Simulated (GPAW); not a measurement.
Consider GeW.

The calculation's input:

```
from ase import Atoms
from ase.dft.bandgap import bandgap
from ase.io import write
from ase.units import Bohr, GPa
from gpaw import GPAW, PW
from gpaw.elf import elf_from_dft_calculation

atoms = Atoms(['Ge', 'W'],
              cell=[[0.0, 2.57761, 2.57761],
                    [2.57761, 0.0, 2.57761],
                    [2.57761, 2.57761, 0.0]],
              scaled_positions=[[0.5, 0.5, 0.5],
                                [0.0, 0.0, 0.0]],
              pbc=True)

calc = GPAW(mode=PW(600),
            xc='PBE',
            kpts={'size': (9, 9, 9), 'gamma': True},
            occupations={'name': 'fermi-dirac', 'width': 0.05},
            nbands=19,
            convergence={'density': 1e-05, 'energy': 1e-05},
            maxiter=150,
            txt='gpaw.txt')
atoms.calc = calc
energy = atoms.get_potential_energy()
forces = atoms.get_forces()
stress = atoms.get_stress()
calc.write('gs.gpw')
write('result.traj', atoms)
print(f'Energy: {energy:.6f} eV')
print('Forces (eV/A):')
print(forces.round(4))
print('Stress (GPa):', (stress / GPa).round(3))
print('Fermi level:', round(calc.get_fermi_level(), 4), 'eV')
print(f'Gap: {bandgap(calc)[0]:.4f} eV, direct: {bandgap(calc, direct=True)[0]:.4f} eV')

# fields on the real-space grid
write('density.cube', atoms, data=calc.get_pseudo_density() * Bohr**3)
write('potential.cube', atoms, data=calc.get_electrostatic_potential())
write('elf.cube', atoms, data=elf_from_dft_calculation(calc).data)
```

Launched as:

```sh
OMP_NUM_THREADS=1 python run.py
```

Below, planes, directions and counts refer to the conventional cell (a = 5.16 Å, b = 5.16 Å, c = 5.16 Å, α = 90.00°, β = 90.00°, γ = 90.00°).

Space group Fm-3m; a generated structure, not necessarily the stable one.

Level of theory: Kohn-Sham DFT of a periodic cell, PBE, GPAW PAW data sets (gpaw-data 1.2.1) in GPAW 26.7.0.

What can the converged valence pseudo-density and electron localisation function tell about the bonding?

Ge–W (2.58 Å): ρ is about 0.43 e/Å³ halfway; the ELF is about 0.40 at the midpoint.

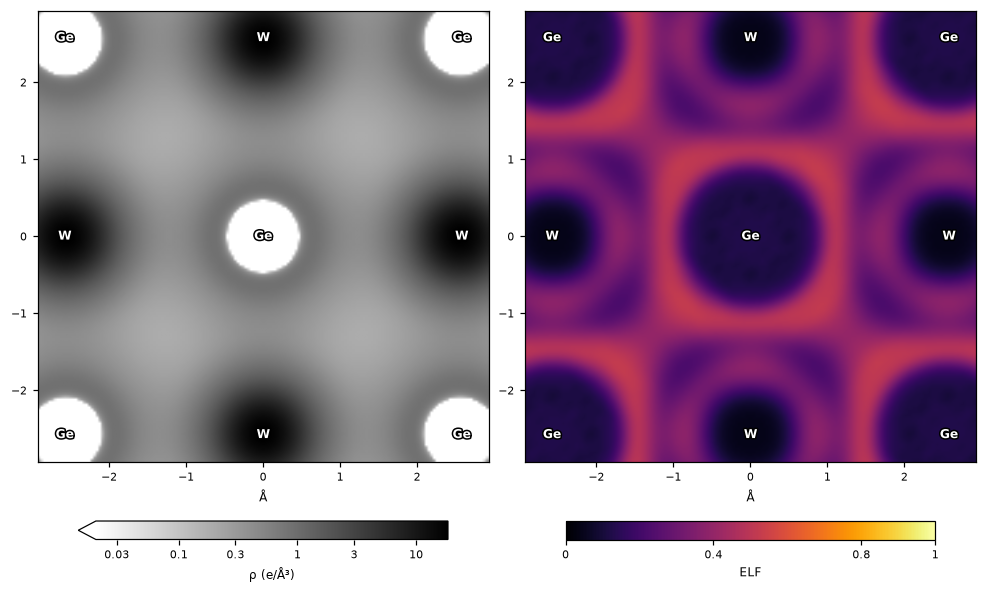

Computed valence pseudo-density and electron localisation function on the (001) plane of the conventional cell, in this order. 
